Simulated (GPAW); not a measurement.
Convergence study of the plane-wave cutoff for Ag₃Au (I4mm, 4 atoms in the cell)

```yaml
crystal:
  lattice:
    - [-2.05332, 2.05332, 4.08531]
    - [2.05332, -2.05332, 4.08531]
    - [2.05332, 2.05332, -4.08531]
  atoms:
    - { symbol: Ag, position: [0.75000, 0.25000, 0.50000] }
    - { symbol: Ag, position: [0.25000, 0.75000, 0.50000] }
    - { symbol: Ag, position: [0.50612, 0.50612, 0.00000] }
    - { symbol: Au, position: [0.00000, 0.00000, 0.00000] }
```

Level of theory: PBEsol, GPAW PAW datasets PBEsol (made by gpaw-setup) (plane waves; GPAW).

Base settings: mode = pw; ecut = 600 eV; xc = PBEsol; kpts = 4 4 4; mesh shift (steps) = 0 0 0; occupations.name = methfessel-paxton; occupations.width = 0.1 eV; occupations.order = 0; nbands = -10; convergence.density = 1e-05 e/electron.

The second cell is the first with its lattice scaled by 0.98.

The mesh stays at the base's, so the ladder's end is converged at best in this setting alone.

Only quantities that move along the ladder and can be compared are tabulated.

The count of work is k-points × plane waves × bands × iterations; it is no time. 

The starting cell comes from a database of computed structures (which also holds hypothetical and non-ambient phases and stackings), without a prior relaxation at this level. Its lattice was rescaled by up to half a per cent. One atom was moved a little off its site on purpose. In the base run, with a pressure of about -4 GPa the cell is away from its equilibrium volume at this level. Without a gap this mesh is coarse (it stands for a supercell whose shortest vector is 16 Å).

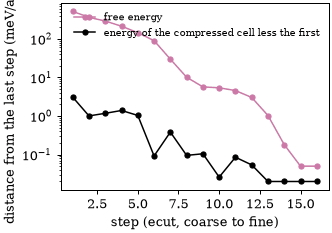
Fig. 1. Distance from the last step along the ladder; very small values are drawn at a floor.

```csv
ecut,free energy less the last step's (meV/atom),energy of the compressed cell less the first (meV/atom),pressure (GPa),largest difference of a force vector from the last step's (eV/Å),count of work / last
210 eV,517.68,5.33,-16.04,0.012,0.066
240 eV,364.40,3.24,-7.73,0.008,0.074
270 eV,291.14,1.06,-7.90,0.011,0.092
300 eV,214.19,0.84,-8.46,0.002,0.10
330 eV,145.12,1.20,-7.99,0.007,0.11
360 eV,90.22,2.33,-6.93,0.002,0.13
420 eV,29.90,2.62,-4.97,0.003,0.15
480 eV,10.15,2.33,-3.98,0.003,0.22
540 eV,5.70,2.34,-3.57,0.002,0.26
600 eV,5.39,2.26,-3.52,0.001,0.30
660 eV,4.58,2.32,-3.60,0.002,0.35
720 eV,3.03,2.29,-3.64,0.002,0.39
810 eV,1.03,2.25,-3.59,0.002,0.45
900 eV,0.18,2.24,-3.54,0.000,0.49
1050 eV,-0.01,2.24,-3.51,0.000,0.62
1200 eV,-0.01,2.23,-3.51,0.000,0.76
1440 eV,0.00,2.24,-3.52,0.000,1.0
```

Coarsest ecut that holds the forces within 0.01 eV/Å of the last step, with all finer ones: 300 eV, at 0.10 of the last step's count of work; the step before is off by 0.011 eV/Å.

Coarsest ecut that holds the pressure within 0.5 GPa of the last step, with all finer ones: 480 eV, at 0.22 of the last step's count of work; the step before is off by 1.5 GPa.

Coarsest ecut that holds the energy of the compressed cell less the first within 0.5 meV/atom of the last step, with all finer ones: 360 eV, at 0.13 of the last step's count of work; the step before is off by 1.0 meV/atom.

The energy difference between the two cells stays within 1 meV/atom of the last step's from 360 eV on, the total only from 900 eV on: much of the error is common to both cells and cancels.

Two neighbours can agree and both be off: 540 eV and 600 eV differ by 0.31 meV/atom in the free energy, yet lie about 5.4 meV/atom from the last step.

At the lowest cutoff the pressure lies 12.5 GPa under the last step's, the usual sign of Pulay stress in an incomplete plane-wave basis.
